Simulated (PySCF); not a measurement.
C8H9Cl, SMILES CCc1cccc(Cl)c1, GFN2-xTB optimised geometry. Atoms within 1.6 Å of the plane z = 0.6 Å (x, y, z in Å): C1 (-2.04, -2.35, 1.50), C2 (-1.79, -1.93, 0.05), C3 (-1.03, -0.64, 0.00), C4 (-1.70, 0.58, 0.01), C5 (-1.00, 1.77, 0.01), C6 (0.38, 1.78, 0.00), C7 (1.05, 0.56, 0.00), Cl8 (2.78, 0.55, -0.01), C9 (0.36, -0.64, 0.00), H10 (-1.10, -2.47, 2.03), H11 (-2.63, -1.59, 2.01), H12 (-2.59, -3.29, 1.53), H13 (-1.21, -2.71, -0.46), H14 (-2.74, -1.82, -0.47), H15 (-2.78, 0.59, 0.01), H16 (-1.54, 2.71, 0.01), H17 (0.94, 2.70, 0.00), H18 (0.90, -1.57, 0.00).

Level of theory: CAM-B3LYP/def2-SVP in PySCF 2.14.0.

Map of the electrostatic potential (hartree/e), clipped to [-0.08, 0.12] on the plane z = 0.6 Å:

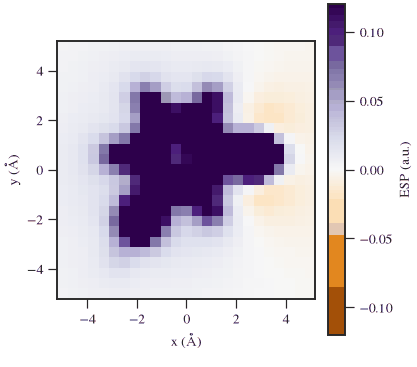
Fig. 1. Electrostatic potential (hartree/e), clipped to [-0.08, 0.12] on the plane z = 0.6 Å.
